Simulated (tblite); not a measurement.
Run report: C9H9N, saddle-point search

- system: C9H9N
- method: GFN2-xTB saddle search (eigenvector following) and harmonic vibrations, gas phase (tblite 0.8.0)

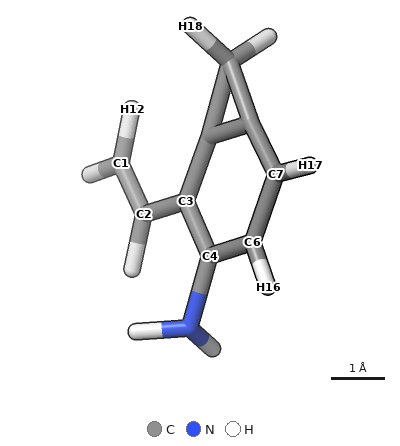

The input geometry (stick view, seen at a tilt; atoms are numbered from 1 in the order of the input). Bond lengths as drawn: C–C 1.33 to 1.49 Å, C–H 1.08 to 1.09 Å, C–N 1.43 Å and H–N 1.02 Å.

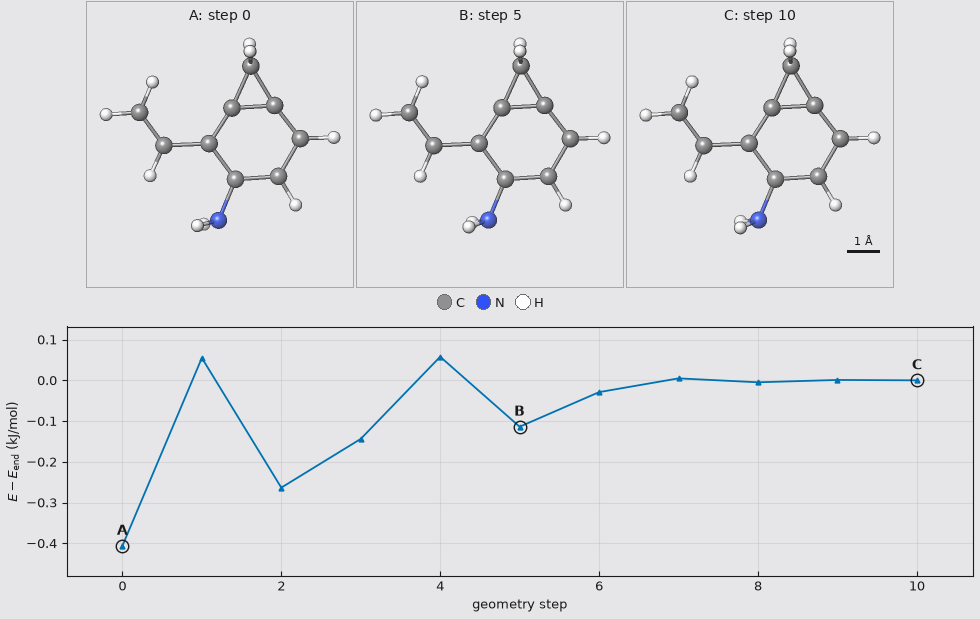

Frames of the saddle-point search (ball-and-stick view, seen on its broad side) above the curves, on which the letters mark them (steps are counted from 0).

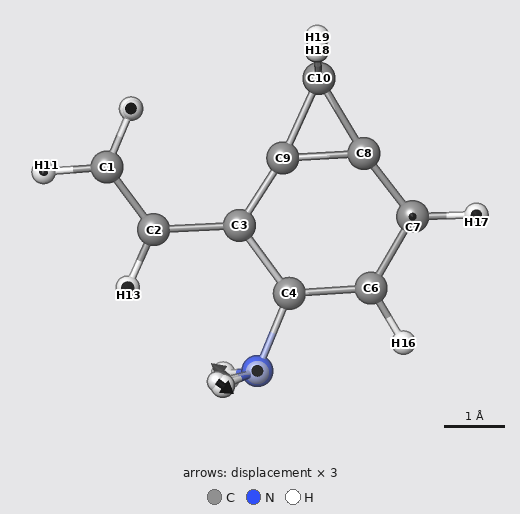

Start (faint) and end (solid) with the displacements as black arrows, magnified 3 times (ball-and-stick view, seen on its broad side). The two geometries are laid on each other by the best rigid fit. The atom that moves furthest after the best rigid fit is H15 (0.14 Å). Largest moves by element: H 0.14 Å, N 0.07 Å, C 0.03 Å. After 10 geometry steps the energy has risen by 0.41 kJ/mol. Largest force component: 0.043 eV/Å at the start, 0.001 eV/Å at the end. (Atoms are counted from 1 in the order of the input.)

The input and output of the run follow.

Input file
```
{"job": {"xc": "GFN2-xTB", "basis": "xTB", "kind": "saddle"}, "charge": 0, "multiplicity": 1}
C      2.228017    -1.726897    -0.258323
C      1.831180    -0.461693    -0.325331
C      0.463631    -0.036226    -0.070105
C      0.038868     1.332227    -0.113539
N      0.967487     2.396632    -0.334866
C     -1.283351     1.703586     0.075551
C     -2.323068     0.790032     0.337279
C     -1.884076    -0.492080     0.404501
C     -0.578368    -0.872464     0.211085
C     -1.572579    -1.945206     0.489880
H      3.242994    -2.019660    -0.465013
H      1.542013    -2.513375     0.008597
H      2.540458     0.309990    -0.599164
H      1.761706     2.309647     0.291644
H      1.325362     2.378965    -1.284838
H     -1.506903     2.757771     0.018219
H     -3.344344     1.113850     0.468823
H     -1.566827    -2.424736     1.463315
H     -1.882199    -2.600364    -0.317717
```

The first line tells a small driver script what to run in tblite; the rest is the geometry in Å.

Command:
```bash
OMP_NUM_THREADS=1 python <driver script> task.json out
```

Log
```
step      E/eV     max force
  0    -724.95298   0.0534
  1    -724.94820   0.2089
  2    -724.95150   0.0810
  3    -724.95026   0.0371
  4    -724.94817   0.1684
  5    -724.94995   0.0349
  6    -724.94907   0.0193
  7    -724.94872   0.0448
  8    -724.94882   0.0127
  9    -724.94876   0.0106
 10    -724.94877   0.0010
lowest wavenumbers (cm-1): -272.6 68.5 128.1 172.2 188.0 289.2
```

Trajectory as extended XYZ (Å, eV, eV/Å), 6 of the 11 frames kept, from step=0 to step=10
```
19
Properties=species:S:1:pos:R:3:forces:R:3 step=0 energy=-724.95298
C     2.2280   -1.7269   -0.2583    0.0090  -0.0090   0.0050
C     1.8312   -0.4617   -0.3253    0.0010   0.0160   0.0100
C     0.4636   -0.0362   -0.0701   -0.0080  -0.0090   0.0050
C     0.0389    1.3322   -0.1135    0.0110  -0.0110   0.0070
N     0.9675    2.3966   -0.3349   -0.0020   0.0030   0.0070
C    -1.2834    1.7036    0.0756   -0.0100  -0.0020  -0.0040
C    -2.3231    0.7900    0.3373    0.0140  -0.0070  -0.0030
C    -1.8841   -0.4921    0.4045   -0.0270   0.0230  -0.0050
C    -0.5784   -0.8725    0.2111    0.0310   0.0070  -0.0090
C    -1.5726   -1.9452    0.4899   -0.0070  -0.0210   0.0020
H     3.2430   -2.0197   -0.4650   -0.0010   0.0090   0.0000
H     1.5420   -2.5134    0.0086    0.0040   0.0010   0.0010
H     2.5405    0.3100   -0.5992   -0.0010  -0.0020   0.0140
H     1.7617    2.3096    0.2916    0.0280  -0.0290  -0.0090
H     1.3254    2.3790   -1.2848   -0.0430   0.0260  -0.0180
H    -1.5069    2.7578    0.0182    0.0090  -0.0030  -0.0040
H    -3.3443    1.1138    0.4688    0.0020   0.0140   0.0070
H    -1.5668   -2.4247    1.4633   -0.0040  -0.0020  -0.0020
H    -1.8822   -2.6004   -0.3177   -0.0050  -0.0070  -0.0030
19
Properties=species:S:1:pos:R:3:forces:R:3 step=2 energy=-724.95150
C     2.2335   -1.7248   -0.2602    0.0030  -0.0030   0.0030
C     1.8327   -0.4603   -0.3149    0.0000   0.0050   0.0060
C     0.4610   -0.0397   -0.0751   -0.0030  -0.0040   0.0050
C     0.0375    1.3291   -0.1197    0.0010  -0.0110   0.0070
N     0.9637    2.3923   -0.3572   -0.0540   0.0220   0.0310
C    -1.2822    1.7034    0.0786   -0.0030  -0.0010  -0.0020
C    -2.3217    0.7923    0.3486    0.0040  -0.0030  -0.0030
C    -1.8869   -0.4917    0.4021   -0.0110   0.0100  -0.0020
C    -0.5828   -0.8754    0.2011    0.0140   0.0030  -0.0020
C    -1.5787   -1.9458    0.4854   -0.0030  -0.0080   0.0010
H     3.2542   -2.0084   -0.4506   -0.0010   0.0030   0.0000
H     1.5463   -2.5190   -0.0209    0.0000  -0.0010   0.0010
H     2.5455    0.3176   -0.5602    0.0010   0.0000   0.0070
H     1.7460    2.3329    0.2854    0.0580  -0.0270   0.0330
H     1.3385    2.3446   -1.2979   -0.0100   0.0150  -0.0790
H    -1.5028    2.7582    0.0224    0.0040  -0.0020  -0.0020
H    -3.3396    1.1206    0.4955    0.0010   0.0050   0.0000
H    -1.5693   -2.4264    1.4583   -0.0030  -0.0010  -0.0010
H    -1.8950   -2.5994   -0.3209    0.0000  -0.0020  -0.0020
19
Properties=species:S:1:pos:R:3:forces:R:3 step=4 energy=-724.94817
C     2.2359   -1.7226   -0.2641    0.0090  -0.0060   0.0000
C     1.8343   -0.4580   -0.3044   -0.0060   0.0070   0.0000
C     0.4584   -0.0413   -0.0827    0.0020   0.0010   0.0000
C     0.0348    1.3275   -0.1283    0.0090   0.0140  -0.0020
N     0.9553    2.3902   -0.3986    0.1290  -0.0430  -0.0410
C    -1.2813    1.7041    0.0867   -0.0030  -0.0010   0.0000
C    -2.3194    0.7946    0.3676    0.0040  -0.0020  -0.0010
C    -1.8882   -0.4913    0.4030    0.0000   0.0030   0.0000
C    -0.5860   -0.8769    0.1911   -0.0040   0.0020   0.0020
C    -1.5825   -1.9465    0.4781    0.0000  -0.0010   0.0000
H     3.2621   -2.0004   -0.4324   -0.0030   0.0010   0.0000
H     1.5443   -2.5222   -0.0598   -0.0070  -0.0100   0.0020
H     2.5526    0.3252   -0.5125    0.0050   0.0070  -0.0020
H     1.7057    2.3937    0.2913   -0.0860   0.0010  -0.1110
H     1.3820    2.2663   -1.3167   -0.0540   0.0280   0.1570
H    -1.5000    2.7592    0.0319    0.0000   0.0000  -0.0010
H    -3.3339    1.1259    0.5313    0.0040  -0.0010  -0.0030
H    -1.5683   -2.4325    1.4482    0.0000   0.0000  -0.0010
H    -1.9058   -2.5948   -0.3298    0.0010   0.0000   0.0010
19
Properties=species:S:1:pos:R:3:forces:R:3 step=6 energy=-724.94907
C     2.2344   -1.7241   -0.2665   -0.0030  -0.0020   0.0010
C     1.8351   -0.4582   -0.3015    0.0040   0.0010   0.0000
C     0.4595   -0.0409   -0.0791    0.0020   0.0010   0.0010
C     0.0357    1.3277   -0.1264    0.0020   0.0010   0.0010
N     0.9563    2.3903   -0.3930    0.0120  -0.0040   0.0000
C    -1.2813    1.7038    0.0845   -0.0010   0.0000   0.0000
C    -2.3196    0.7941    0.3637    0.0000   0.0000  -0.0010
C    -1.8878   -0.4914    0.4031   -0.0010   0.0010   0.0000
C    -0.5850   -0.8765    0.1944    0.0010   0.0010   0.0000
C    -1.5813   -1.9463    0.4811    0.0000   0.0000   0.0000
H     3.2602   -2.0025   -0.4363   -0.0030  -0.0010   0.0000
H     1.5413   -2.5240   -0.0656    0.0070   0.0080  -0.0010
H     2.5548    0.3250   -0.5072   -0.0060  -0.0080   0.0020
H     1.7130    2.3850    0.2851   -0.0030  -0.0060  -0.0140
H     1.3712    2.2814   -1.3141   -0.0110   0.0090   0.0130
H    -1.5005    2.7587    0.0281    0.0000   0.0000  -0.0010
H    -3.3346    1.1250    0.5240    0.0010   0.0000  -0.0020
H    -1.5688   -2.4308    1.4520   -0.0010   0.0000   0.0000
H    -1.9026   -2.5962   -0.3263    0.0010   0.0000   0.0000
19
Properties=species:S:1:pos:R:3:forces:R:3 step=8 energy=-724.94882
C     2.2346   -1.7240   -0.2659   -0.0010   0.0000   0.0000
C     1.8345   -0.4585   -0.3045    0.0010   0.0000   0.0000
C     0.4590   -0.0411   -0.0817    0.0010   0.0000   0.0000
C     0.0354    1.3276   -0.1278    0.0010   0.0010   0.0000
N     0.9553    2.3900   -0.3976    0.0100  -0.0030  -0.0010
C    -1.2810    1.7039    0.0859    0.0000   0.0000   0.0000
C    -2.3192    0.7943    0.3660    0.0000   0.0000   0.0000
C    -1.8877   -0.4914    0.4034    0.0000   0.0000   0.0000
C    -0.5853   -0.8767    0.1927    0.0000   0.0000   0.0000
C    -1.5816   -1.9464    0.4798    0.0000   0.0000   0.0000
H     3.2603   -2.0025   -0.4354   -0.0010   0.0000   0.0000
H     1.5421   -2.5235   -0.0620    0.0020   0.0020   0.0000
H     2.5536    0.3244   -0.5123   -0.0020  -0.0020   0.0010
H     1.7028    2.3982    0.2905   -0.0050  -0.0030  -0.0100
H     1.3831    2.2688   -1.3113   -0.0060   0.0050   0.0100
H    -1.5001    2.7589    0.0302    0.0000   0.0000   0.0000
H    -3.3339    1.1253    0.5275    0.0000   0.0000  -0.0010
H    -1.5678   -2.4316    1.4503    0.0000   0.0000   0.0000
H    -1.9040   -2.5957   -0.3277    0.0000   0.0000   0.0000
19
Properties=species:S:1:pos:R:3:forces:R:3 step=10 energy=-724.94877
C     2.2346   -1.7240   -0.2653    0.0000   0.0000   0.0000
C     1.8341   -0.4588   -0.3066    0.0000   0.0000   0.0000
C     0.4587   -0.0413   -0.0836    0.0000   0.0000   0.0000
C     0.0353    1.3275   -0.1288    0.0000   0.0000   0.0000
N     0.9547    2.3897   -0.4009   -0.0010   0.0000   0.0000
C    -1.2808    1.7040    0.0869    0.0000   0.0000   0.0000
C    -2.3188    0.7944    0.3676    0.0000   0.0000   0.0000
C    -1.8877   -0.4914    0.4035    0.0000   0.0000   0.0000
C    -0.5855   -0.8768    0.1914    0.0000   0.0000   0.0000
C    -1.5817   -1.9465    0.4788    0.0000   0.0000   0.0000
H     3.2603   -2.0027   -0.4346    0.0000   0.0000   0.0000
H     1.5424   -2.5232   -0.0594    0.0000   0.0000   0.0000
H     2.5529    0.3239   -0.5160    0.0000   0.0000   0.0000
H     1.6954    2.4078    0.2938    0.0000   0.0000   0.0000
H     1.3913    2.2603   -1.3089    0.0000   0.0000  -0.0010
H    -1.4997    2.7590    0.0317    0.0000   0.0000   0.0000
H    -3.3334    1.1256    0.5301    0.0000   0.0000   0.0000
H    -1.5671   -2.4323    1.4491    0.0000   0.0000   0.0000
H    -1.9050   -2.5953   -0.3287    0.0000   0.0000   0.0000
```

Summary

- outcome: converged
- total energy: −724.9488 eV
- point group: Cs
- hardware: 1 CPU thread, shared host
- wall time: 7.8 s
- peak memory: 0.19 GiB
